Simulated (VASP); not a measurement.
# MnO2 (Pyrolusite) with r2SCAN + rVV10: from relaxation to properties, part 3 of 16

What structure does MnO2 (Pyrolusite) take at this level, and what are its properties? The start is a cell from a database of measured crystal structures.

VASP 6.6.1, plane waves and PAW; the level of theory is named at each step.

So far, gap on the k-mesh (eV): step 2 (magnetic order: ferromagnetic) 0.127.

## 3. Magnetic order: antiferromagnetic within the cell

This step: r2SCAN with rVV10, spin-polarised from an antiferromagnetic start; plane waves and PAW (Mn_pv, O) (VASP 6.6.1).

Next, a pattern with opposite moments.

INCAR

```
SYSTEM = MnO2
PREC = Accurate
ENCUT = 520
EDIFF = 1E-06
NELM = 100
ISMEAR = 0
SIGMA = 0.05
LREAL = .FALSE.
ALGO = Normal
METAGGA = R2SCAN
LUSE_VDW = .TRUE.
IVDW_NL = 2
BPARAM = 11.95
CPARAM = 0.0093
LASPH = .TRUE.
NBANDS = 34
ISPIN = 2
MAGMOM = 4 -4 0 0 0 0
LMAXMIX = 4
LORBIT = 11
LWAVE = .FALSE.
LCHARG = .FALSE.
KPAR = 8
ISIF = 2
```

POSCAR

```
MnO2
1.0
    4.3983000000      0.0000000000      0.0000000000
    0.0000000000      4.3983000000      0.0000000000
    0.0000000000      0.0000000000      2.8730000000
Mn O
2 4
Direct
    0.0000000000      0.0000000000      0.0000000000
    0.5000000000      0.5000000000      0.5000000000
    0.3051500000      0.3051500000      0.0000000000
    0.1948500000      0.8051500000      0.5000000000
    0.6948500000      0.6948500000      0.0000000000
    0.8051500000      0.1948500000      0.5000000000
```

KPOINTS

```
Automatic mesh
0
Gamma
5 5 8
0 0 0
```

The projector-augmented-wave data sets are Mn_pv and O (PBE family, release 64).

The run is started by

```sh
> mpirun -np 8 vasp_std
```

Output:

```text
[banner, memory and clock lines left out]
running    8 mpi-ranks, on    1 nodes
 distrk:  each k-point on    1 cores,    8 groups
 distr:  one band on    1 cores,    1 groups

 POSCAR found type information on POSCAR MnO
 POSCAR found :  2 types and       6 ions
 [... a notice as in an earlier step ...]

 [... a notice as in an earlier step ...]

 [... a notice as in an earlier step ...]

 LDA part: xc-table for (None), standard interpolation
 POSCAR, INCAR and KPOINTS ok, starting setup
 FFT: planning ... GRIDC
 FFT: planning ... GRID_SOFT
 FFT: planning ... GRID
 WAVECAR not read
 entering main loop
       N       E                     dE             d eps       ncg     rms          rms(c)
Total rVV10 correction in eV:      1.2169826    50.7297694
Total rVV10 correction in eV:      1.2169826    50.7297694
Total rVV10 correction in eV:      1.2169826    50.7297694
Total rVV10 correction in eV:      1.2169826    50.7297694
Total rVV10 correction in eV:      1.2169826    50.7297694
Total rVV10 correction in eV:      1.2169826    50.7297694
Total rVV10 correction in eV:      1.2169826    50.7297694
Total rVV10 correction in eV:      1.2169826    50.7297694
DAV:   1     0.631070158656E+03    0.63107E+03   -0.28385E+04  4144   0.182E+03
DAV:   2    -0.275348437903E+02   -0.65861E+03   -0.60759E+03  4422   0.530E+02
DAV:   3    -0.916369412503E+02   -0.64102E+02   -0.62703E+02  4312   0.176E+02
DAV:   4    -0.932330854657E+02   -0.15961E+01   -0.15889E+01  4504   0.276E+01
DAV:   5    -0.932535754789E+02   -0.20490E-01   -0.20481E-01  4506   0.339E+00    0.465E+01
Total rVV10 correction in eV:      1.2510933    50.7297652
Total rVV10 correction in eV:      1.2510933    50.7297652
Total rVV10 correction in eV:      1.2510933    50.7297652
Total rVV10 correction in eV:      1.2510933    50.7297652
Total rVV10 correction in eV:      1.2510933    50.7297652
Total rVV10 correction in eV:      1.2510933    50.7297652
Total rVV10 correction in eV:      1.2510933    50.7297652
Total rVV10 correction in eV:      1.2510933    50.7297652
DAV:   6    -0.675263961394E+02    0.25727E+02   -0.74709E+01  4566   0.107E+02    0.406E+01
Total rVV10 correction in eV:      1.2587521    50.7297667
Total rVV10 correction in eV:      1.2587521    50.7297667
Total rVV10 correction in eV:      1.2587521    50.7297667
Total rVV10 correction in eV:      1.2587521    50.7297667
Total rVV10 correction in eV:      1.2587521    50.7297667
Total rVV10 correction in eV:      1.2587521    50.7297667
Total rVV10 correction in eV:      1.2587521    50.7297667
Total rVV10 correction in eV:      1.2587521    50.7297667
DAV:   7    -0.658471891618E+02    0.16792E+01   -0.43689E+01  4132   0.911E+01    0.194E+01
Total rVV10 correction in eV:      1.2682991    50.7297656
Total rVV10 correction in eV:      1.2682991    50.7297656
Total rVV10 correction in eV:      1.2682991    50.7297656
Total rVV10 correction in eV:      1.2682991    50.7297656
Total rVV10 correction in eV:      1.2682991    50.7297656
Total rVV10 correction in eV:      1.2682991    50.7297656
Total rVV10 correction in eV:      1.2682991    50.7297656
Total rVV10 correction in eV:      1.2682991    50.7297656
DAV:   8    -0.642290522052E+02    0.16181E+01   -0.42436E+00  4238   0.234E+01    0.830E+00
Total rVV10 correction in eV:      1.2818164    50.7297657
Total rVV10 correction in eV:      1.2818164    50.7297657
Total rVV10 correction in eV:      1.2818164    50.7297657
Total rVV10 correction in eV:      1.2818164    50.7297657
Total rVV10 correction in eV:      1.2818164    50.7297657
Total rVV10 correction in eV:      1.2818164    50.7297657
Total rVV10 correction in eV:      1.2818164    50.7297657
Total rVV10 correction in eV:      1.2818164    50.7297657
DAV:   9    -0.641980151477E+02    0.31037E-01   -0.10289E+00  4752   0.139E+01    0.409E+00
Total rVV10 correction in eV:      1.2851220    50.7297658
Total rVV10 correction in eV:      1.2851220    50.7297658
Total rVV10 correction in eV:      1.2851220    50.7297658
Total rVV10 correction in eV:      1.2851220    50.7297658
Total rVV10 correction in eV:      1.2851220    50.7297658
Total rVV10 correction in eV:      1.2851220    50.7297658
Total rVV10 correction in eV:      1.2851220    50.7297658
Total rVV10 correction in eV:      1.2851220    50.7297658
DAV:  10    -0.642318751886E+02   -0.33860E-01   -0.28644E-01  4260   0.415E+00    0.188E+00
Total rVV10 correction in eV:      1.2848668    50.7297658
Total rVV10 correction in eV:      1.2848668    50.7297658
Total rVV10 correction in eV:      1.2848668    50.7297658
Total rVV10 correction in eV:      1.2848668    50.7297658
Total rVV10 correction in eV:      1.2848668    50.7297658
Total rVV10 correction in eV:      1.2848668    50.7297658
Total rVV10 correction in eV:      1.2848668    50.7297658
Total rVV10 correction in eV:      1.2848668    50.7297658
DAV:  11    -0.642210201925E+02    0.10855E-01   -0.30354E-02  4384   0.158E+00    0.713E-01
Total rVV10 correction in eV:      1.2849273    50.7297658
Total rVV10 correction in eV:      1.2849273    50.7297658
Total rVV10 correction in eV:      1.2849273    50.7297658
Total rVV10 correction in eV:      1.2849273    50.7297658
Total rVV10 correction in eV:      1.2849273    50.7297658
Total rVV10 correction in eV:      1.2849273    50.7297658
Total rVV10 correction in eV:      1.2849273    50.7297658
Total rVV10 correction in eV:      1.2849273    50.7297658
DAV:  12    -0.642216509284E+02   -0.63074E-03   -0.43449E-03  4280   0.477E-01    0.295E-01
Total rVV10 correction in eV:      1.2848843    50.7297658
Total rVV10 correction in eV:      1.2848843    50.7297658
Total rVV10 correction in eV:      1.2848843    50.7297658
Total rVV10 correction in eV:      1.2848843    50.7297658
Total rVV10 correction in eV:      1.2848843    50.7297658
Total rVV10 correction in eV:      1.2848843    50.7297658
Total rVV10 correction in eV:      1.2848843    50.7297658
Total rVV10 correction in eV:      1.2848843    50.7297658
DAV:  13    -0.642211526010E+02    0.49833E-03   -0.52491E-04  4698   0.491E-01    0.118E-01
Total rVV10 correction in eV:      1.2852594    50.7297658
Total rVV10 correction in eV:      1.2852594    50.7297658
Total rVV10 correction in eV:      1.2852594    50.7297658
Total rVV10 correction in eV:      1.2852594    50.7297658
Total rVV10 correction in eV:      1.2852594    50.7297658
Total rVV10 correction in eV:      1.2852594    50.7297658
Total rVV10 correction in eV:      1.2852594    50.7297658
Total rVV10 correction in eV:      1.2852594    50.7297658
DAV:  14    -0.642211432434E+02    0.93576E-05   -0.29729E-04  4308   0.181E-01    0.711E-02
Total rVV10 correction in eV:      1.2852254    50.7297658
Total rVV10 correction in eV:      1.2852254    50.7297658
Total rVV10 correction in eV:      1.2852254    50.7297658
Total rVV10 correction in eV:      1.2852254    50.7297658
Total rVV10 correction in eV:      1.2852254    50.7297658
Total rVV10 correction in eV:      1.2852254    50.7297658
Total rVV10 correction in eV:      1.2852254    50.7297658
Total rVV10 correction in eV:      1.2852254    50.7297658
DAV:  15    -0.642211732114E+02   -0.29968E-04   -0.32300E-05  4302   0.658E-02    0.204E-02
Total rVV10 correction in eV:      1.2851552    50.7297658
Total rVV10 correction in eV:      1.2851552    50.7297658
Total rVV10 correction in eV:      1.2851552    50.7297658
Total rVV10 correction in eV:      1.2851552    50.7297658
Total rVV10 correction in eV:      1.2851552    50.7297658
Total rVV10 correction in eV:      1.2851552    50.7297658
Total rVV10 correction in eV:      1.2851552    50.7297658
Total rVV10 correction in eV:      1.2851552    50.7297658
DAV:  16    -0.642211823150E+02   -0.91036E-05   -0.11659E-05  4262   0.239E-02    0.975E-03
Total rVV10 correction in eV:      1.2851490    50.7297658
Total rVV10 correction in eV:      1.2851490    50.7297658
Total rVV10 correction in eV:      1.2851490    50.7297658
Total rVV10 correction in eV:      1.2851490    50.7297658
Total rVV10 correction in eV:      1.2851490    50.7297658
Total rVV10 correction in eV:      1.2851490    50.7297658
Total rVV10 correction in eV:      1.2851490    50.7297658
Total rVV10 correction in eV:      1.2851490    50.7297658
DAV:  17    -0.642211738287E+02    0.84863E-05   -0.15085E-06  3088   0.156E-02    0.494E-03
Total rVV10 correction in eV:      1.2851455    50.7297658
Total rVV10 correction in eV:      1.2851455    50.7297658
Total rVV10 correction in eV:      1.2851455    50.7297658
Total rVV10 correction in eV:      1.2851455    50.7297658
Total rVV10 correction in eV:      1.2851455    50.7297658
Total rVV10 correction in eV:      1.2851455    50.7297658
Total rVV10 correction in eV:      1.2851455    50.7297658
Total rVV10 correction in eV:      1.2851455    50.7297658
DAV:  18    -0.642211733436E+02    0.48515E-06   -0.29441E-07  2178   0.759E-03
Total rVV10 correction in eV:      1.2851456    50.7297658
Total rVV10 correction in eV:      1.2851456    50.7297658
Total rVV10 correction in eV:      1.2851456    50.7297658
Total rVV10 correction in eV:      1.2851456    50.7297658
Total rVV10 correction in eV:      1.2851456    50.7297658
Total rVV10 correction in eV:      1.2851456    50.7297658
Total rVV10 correction in eV:      1.2851456    50.7297658
Total rVV10 correction in eV:      1.2851456    50.7297658
Total rVV10 correction in eV:      1.2851436    50.7297658
Total rVV10 correction in eV:      1.2851436    50.7297658
Total rVV10 correction in eV:      1.2851436    50.7297658
Total rVV10 correction in eV:      1.2851436    50.7297658
Total rVV10 correction in eV:      1.2851436    50.7297658
Total rVV10 correction in eV:      1.2851436    50.7297658
Total rVV10 correction in eV:      1.2851436    50.7297658
Total rVV10 correction in eV:      1.2851436    50.7297658
   1 F= -.64221173E+02 E0= -.64221173E+02  d E =-.284654E-09  mag=     0.0000
```

The job ended after 75 s (8 MPI ranks of Intel Xeon Platinum 8488C (Sapphire Rapids), shared host; peak memory 3.2 GiB).

From OUTCAR (step 3):

```text
 Found     30 irreducible k-points:

   k-points           NKPTS =     30   k-points in BZ     NKDIM =     30   number of bands    NBANDS=     34

   NELECT =      50.0000    total number of electrons

 E-fermi :   4.9717

 spin component 1
 k-point     1 :       0.0000    0.0000    0.0000
  band No.  band energies     occupation
    ...
     21       2.8635      1.00000
     22       3.3725      1.00000
     23       3.9117      1.00000
     24       3.9951      1.00000
     25       4.5775      1.00000
     26       5.1579      0.00000
     27       5.9492      0.00000
     28       6.6102      0.00000
     29       7.5972      0.00000
     30       8.5569      0.00000
    ...

 k-point     2 :       0.2000    0.0000    0.0000
  band No.  band energies     occupation
    ...
     21       2.5987      1.00000
     22       3.2981      1.00000
     23       3.5098      1.00000
     24       3.7979      1.00000
     25       4.4074      1.00000
     26       5.8858      0.00000
     27       6.2225      0.00000
     28       6.7650      0.00000
     29       7.5642      0.00000
     30       8.3721      0.00000
    ...

 k-point     3 :       0.4000    0.0000    0.0000
  band No.  band energies     occupation
    ...
     21       2.5174      1.00000
     22       3.2910      1.00000
     23       3.4189      1.00000
     24       3.6494      1.00000
     25       4.0845      1.00000
     26       6.4671      0.00000
     27       6.7353      0.00000
     28       7.3468      0.00000
     29       7.5106      0.00000
     30       7.9635      0.00000
    ...

 k-point     4 :       0.2000    0.2000    0.0000
  band No.  band energies     occupation
    ...
     21       2.3506      1.00000
     22       2.6327      1.00000
     23       3.5136      1.00000
     24       4.0408      1.00000
     25       4.5056      1.00000
     26       5.9440      0.00000
     27       6.4388      0.00000
     28       6.7174      0.00000
     29       7.5971      0.00000
     30       8.5529      0.00000
    ...

  Total       -1.2141556     -1.2141556     -1.1703417      0.0000000      0.0000000      0.0000000
  in kB      -35.0009306    -35.0009306    -33.7378930      0.0000000      0.0000000      0.0000000
  external PRESSURE =     -34.5799181 kB  Pullay stress =       0.0000000 kB

 POSITION                                       TOTAL-FORCE (eV/Angst)
 -----------------------------------------------------------------------------------
      0.00000      0.00000      0.00000         0.000000     -0.000000      0.000000
      2.19915      2.19915      1.43650         0.000000     -0.000000      0.000000
      1.34214      1.34214      0.00000        -0.040541     -0.040541      0.000000
      0.85701      3.54129      1.43650         0.040541     -0.040541      0.000000
      3.05616      3.05616      0.00000         0.040541      0.040541      0.000000
      3.54129      0.85701      1.43650        -0.040541      0.040541      0.000000
 -----------------------------------------------------------------------------------
    total drift:                                0.000000      0.000000      0.000000

  FREE ENERGIE OF THE ION-ELECTRON SYSTEM (eV)
  ---------------------------------------------------
  free  energy   TOTEN  =       -64.2211733436 eV

  energy  without entropy=      -64.2211733433  energy(sigma->0) =      -64.22117334

 total charge
# of ion       s       p       d       tot
------------------------------------------
    1        0.381   6.467   4.832  11.679
    2        0.381   6.467   4.832  11.679
    3        1.573   3.493   0.000   5.065
    4        1.573   3.493   0.000   5.065
    5        1.573   3.493   0.000   5.065
    6        1.573   3.493   0.000   5.065
--------------------------------------------------
tot          7.053  26.904   9.663  43.620

 magnetization (x)
# of ion       s       p       d       tot
------------------------------------------
    1        0.011   0.023   2.677   2.711
    2       -0.011  -0.023  -2.677  -2.711
    3       -0.002  -0.043   0.000  -0.044
    4        0.002   0.043   0.000   0.044
    5       -0.002  -0.043   0.000  -0.044
    6        0.002   0.043   0.000   0.044
--------------------------------------------------
tot          0.000   0.000   0.000   0.000

[... 8 parts as in an earlier step ...]

[... 7 further parts left out ...]
```

At this level the cell is under a tension of 3.5 GPa, so at these settings it is away from equilibrium.

Numbers from this step:

```yaml
bands: 34
free_energy_toten: -64.2212 eV
fermi_energy: 4.972 eV
pressure: -3.458 GPa
valence_top_at_k: 0.4, 0.4, 0
least_direct_gap_on_the_k_mesh_within_one_spin: 0.5313 eV
gap_on_the_k_mesh: 0.3762 eV
```

Spin moment in the PAW sphere by atom:

```csv
atom,spin moment in the PAW sphere (μB)
Mn1,2.71
Mn2,-2.71
O3,-0.04
O4,0.04
O5,-0.04
O6,0.04
```

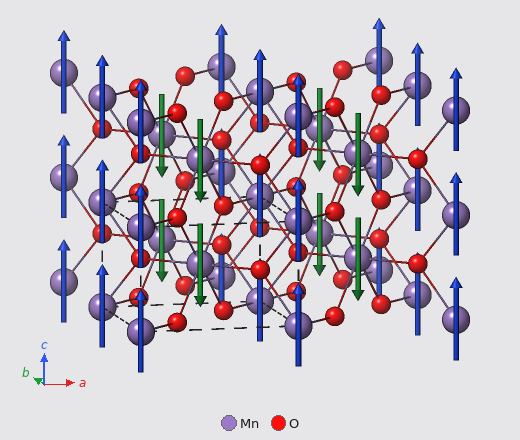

Spin moment in the PAW sphere as arrows, the longest 2.71 μB. Up and down stand for the sign. Arrows give size and sign along the axis of quantisation, drawn up and down the page. The two directions have two colours. 2×2×2 cells are drawn. Some periodic images of atoms are drawn too.

The energy lies -17.6 meV an atom from the first pattern. The run ends antiferromagnetic with a largest moment of 2.71 μB, and the mesh shows a gap of 0.38 eV.

[end of part 3 of 16]

[Lines on the potential files, build, host, timing and source positions are cut from VASP's logs without a mark.]

[Logs are printed without paths, hosts, clocks, repeated set-up lines and the standing remarks that a program may print on its own settings, such as how far it seeks lower states.]

[Hosts, paths, dates, database ids (printed as entryN), source tags and the programs' standing remarks are cut or masked in the printed files.]

[A measured line is paired with the nearest computed mode of its activity, which favours agreement.]

[In band tables of VASP the shares of atoms and orbitals are scaled to a sum of 1 inside the atoms' spheres.]
